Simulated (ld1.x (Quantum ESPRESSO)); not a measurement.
Run report: K, pseudopotential generation (part 2 of 2)

Continued. System: potassium (K, Z = 19), core [Ne], reference valence 3s2 3p6 4s1 4p0, valence charge 9. Method: ultrasoft potential, LDA (PZ), scalar-relativistic, made with ld1.x (Quantum ESPRESSO) 7.5.

Output of the test run (extracts), continued:
```
     ---------------------- Testing the pseudopotential ----------------------

     K
     scalar relativistic calculation

     atomic number is 19.00   valence charge is  9.00
     dft =PZ   lsd =0 sic =0 latt =0  beta=0.20 tr2=1.0E-14
     mesh =1165 r(mesh) = 100.03909 xmin = -7.00 dx = 0.01250

     n l     nl             e AE (Ry)        e PS (Ry)    De AE-PS (Ry)
     1 0     3S   1( 2.00)       -3.54905       -3.54726       -0.00179
     2 1     3P   1( 5.00)       -2.31156       -2.30935       -0.00221
     2 0     4S   1( 1.00)       -0.64670       -0.64681        0.00011
     3 1     4P   1( 0.00)       -0.43359       -0.42611       -0.00748  !

     eps = 5.9E-15  iter = 10

     Etot =   -1199.277672 Ry,    -599.638836 Ha,  -16317.003975 eV
     Etotps =   -55.176115 Ry,     -27.588058 Ha,    -750.709291 eV
     dEtot_ae =       1.834710 Ry
     dEtot_ps =       1.833302 Ry,   Delta E=       0.001409 Ry

     Ekin =      14.222385 Ry,       7.111193 Ha,     193.505412 eV
     Encl =     -99.072551 Ry,     -49.536276 Ha,   -1347.950729 eV
     Ehrt =      38.182915 Ry,      19.091458 Ha,     519.505025 eV
     Ecxc =      -7.420043 Ry,      -3.710021 Ha,    -100.954823 eV
     Epseu=      -1.088822 Ry,      -0.544411 Ha,     -14.814176 eV

     ---------------------- End of pseudopotential test ----------------------

     ---------------------- Testing the pseudopotential ----------------------

     K
     scalar relativistic calculation

     atomic number is 19.00   valence charge is  9.00
     dft =PZ   lsd =1 sic =0 latt =0  beta=0.20 tr2=1.0E-14
     mesh =1165 r(mesh) = 100.03909 xmin = -7.00 dx = 0.01250

     n l     nl             e AE (Ry)        e PS (Ry)    De AE-PS (Ry)
     1 0     3S   1( 1.00)       -2.58163       -2.58187        0.00024
     2 1     3P   1( 3.00)       -1.38151       -1.38172        0.00021
     2 0     4S   1( 1.00)       -0.19293       -0.19294        0.00001
     3 1     4P   1( 0.00)       -0.07094       -0.07090       -0.00003
     1 0     3S   2( 1.00)       -2.57846       -2.57819       -0.00027
     2 1     3P   2( 3.00)       -1.37649       -1.37626       -0.00023
     2 0     4S   2( 0.00)       -0.14253       -0.14252       -0.00002
     3 1     4P   2( 0.00)       -0.03425       -0.03427        0.00002

     eps = 8.8E-15  iter =  8

     Etot =   -1201.122688 Ry,    -600.561344 Ha,  -16342.106695 eV
     Etotps =   -57.019732 Ry,     -28.509866 Ha,    -775.792969 eV
     dEtot_ae =      -0.010305 Ry
     dEtot_ps =      -0.010315 Ry,   Delta E=       0.000009 Ry

     Ekin =      12.300187 Ry,       6.150093 Ha,     167.352564 eV
     Encl =    -108.415970 Ry,     -54.207985 Ha,   -1475.074415 eV
     Ehrt =      45.967190 Ry,      22.983595 Ha,     625.415486 eV
     Ecxc =      -8.315398 Ry,      -4.157699 Ha,    -113.136749 eV
     Epseu=       1.444259 Ry,       0.722129 Ha,      19.650144 eV

     ---------------------- End of pseudopotential test ----------------------

     ---------------------- Testing the pseudopotential ----------------------

     K
     scalar relativistic calculation

     atomic number is 19.00   valence charge is  9.00
     dft =PZ   lsd =1 sic =0 latt =0  beta=0.20 tr2=1.0E-14
     mesh =1165 r(mesh) = 100.03909 xmin = -7.00 dx = 0.01250

     n l     nl             e AE (Ry)        e PS (Ry)    De AE-PS (Ry)
     1 0     3S   1( 1.00)       -2.79661       -2.79669        0.00007
     2 1     3P   1( 3.00)       -1.59500       -1.59506        0.00006
     2 0     4S   1( 0.50)       -0.33710       -0.33710        0.00000
     3 1     4P   1( 0.00)       -0.18994       -0.18989       -0.00005
     1 0     3S   2( 1.00)       -2.79460       -2.79435       -0.00025
     2 1     3P   2( 3.00)       -1.59179       -1.59157       -0.00021
     2 0     4S   2( 0.00)       -0.30311       -0.30310       -0.00001
     3 1     4P   2( 0.00)       -0.16110       -0.16113        0.00002

     eps = 2.6E-15  iter =  7

     Etot =   -1200.990360 Ry,    -600.495180 Ha,  -16340.306283 eV
     Etotps =   -56.887398 Ry,     -28.443699 Ha,    -773.992474 eV
     dEtot_ae =       0.122022 Ry
     dEtot_ps =       0.122019 Ry,   Delta E=       0.000003 Ry

     Ekin =      12.160643 Ry,       6.080322 Ha,     165.453980 eV
     Encl =    -106.472262 Ry,     -53.236131 Ha,   -1448.628927 eV
     Ehrt =      44.104846 Ry,      22.052423 Ha,     600.077003 eV
     Ecxc =      -8.194933 Ry,      -4.097467 Ha,    -111.497746 eV
     Epseu=       1.514308 Ry,       0.757154 Ha,      20.603216 eV

     ---------------------- End of pseudopotential test ----------------------
```

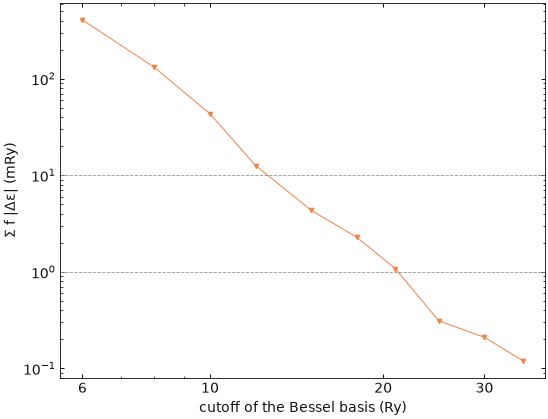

*The pseudo-atom Hamiltonian at the reference potential is diagonalised in spherical Bessel functions (20 bohr box) up to the cutoff. Curve: occupation-weighted sum of the valence levels' distances from their values at 400 Ry.*

- Cutoffs for 10 and 1 mRy in the occupation-weighted sum of levels: 15 Ry and 25 Ry, on the ladder of cutoffs that was run.
- Error at 8 Ry: about 130 mRy.

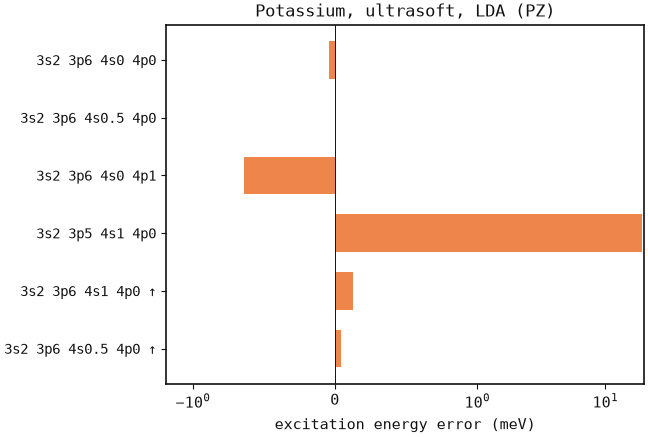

*Errors, all-electron minus pseudo, of the energies of valence configurations relative to the unpolarised reference 3s2 3p6 4s1 4p0. An arrow marks spin-polarised runs filled by Hund’s rule. Not all tests gave a result: 1 of 7 tests not solved.*

- Worst configuration: 3s2 3p5 4s1 4p0 (charge +1): the error is +19 meV on an all-electron energy of +24.96 eV relative to the reference, or 0.077 %.
- Configurations within 10 meV and within 50 meV: 5 and 6 of 6.
- Errors in meV: 3s2 3p6 4s0 4p0: 0.0; 3s2 3p6 4s0.5 4p0: 0.0; 3s2 3p6 4s0 4p1: -0.6; 3s2 3p5 4s1 4p0: +19; 3s2 3p6 4s1 4p0 ↑: +0.1; 3s2 3p6 4s0.5 4p0 ↑: 0.0.

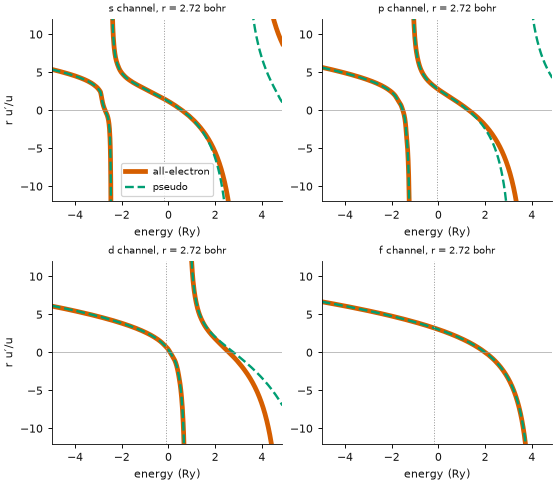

*Logarithmic derivatives r u′/u at the test radius against energy, all-electron atom (solid) and pseudo-atom (dashed). Here u = r R(r). The dotted line marks the reference energy of the channel.*

- Ghost states: the plot shows none: pseudo and all-electron curves have the same branches in all channels drawn. The separate test gives: no ghost state below the valence levels in the s, p, d, f channels.
- Zeros of the logarithmic derivative: s: all-electron -2.7 and 0.6 Ry, pseudo -2.7 and 0.6 Ry; p: all-electron -1.5 and 1.3 Ry, pseudo -1.5 and 1.3 Ry; d: all-electron 0.1 and 2.6 Ry, pseudo 0.1 and 2.8 Ry; f: all-electron 2.0 Ry, pseudo 2.0 Ry.

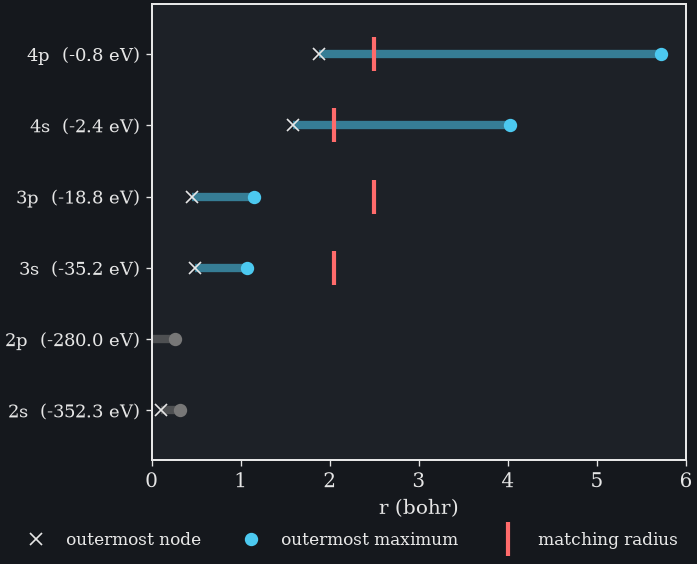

*Outer shells of the all-electron reference atom: each bar runs from the outermost node (or the nucleus) to the outermost maximum of u(r); the tick is the radius chosen for the pseudo-wave. Shells without a tick have no pseudo-wave of their own. Levels, nodes and maxima are from ld1.x, scalar-relativistic.*

- Radii against the shells: 3s: 2.05 bohr, outside the maximum; 3p: 2.50 bohr, outside the maximum; 4s: 2.05 bohr, between node and maximum; 4p: 2.50 bohr, between node and maximum.

Key numbers:

- outcome: generated
- cutoffs needed: 15 Ry and 25 Ry (the cutoffs, on a coarse ladder, from which the occupation-weighted sum of valence levels, in a spherical-Bessel basis at the reference potential, stays within 10 and 1 mRy of its value at 400 Ry); ghost states and empty shells don't enter this sum
- ghost test: no ghost state below the valence levels in the s, p, d, f channels (spherical-Bessel basis up to 400 Ry, 20 bohr box)
- configuration tests: 1 of 7 tests not solved
- lowest eigenvalue of the overlap operator S in a Bessel basis (separate test): 0.044 (s channel)
- density cutoff estimated by the generator: 177 Ry
- largest excitation error among the tests solved: +19 meV (all-electron minus pseudo) for 3s2 3p5 4s1 4p0
- range over which the phases arctan(r u′/u) at the test radius agree within 0.05 rad (a looser test near the poles than one of phase shifts): s: up to about 3.4 Ry; p: up to about 1.1 Ry; d: up to about 2.0 Ry; f: over the whole range computed
- hardware: 1 CPU thread, shared host
- wall time: 1.5 s

Remarks:

The overlap operator is close to singular, which makes the set fragile in plane-wave runs.
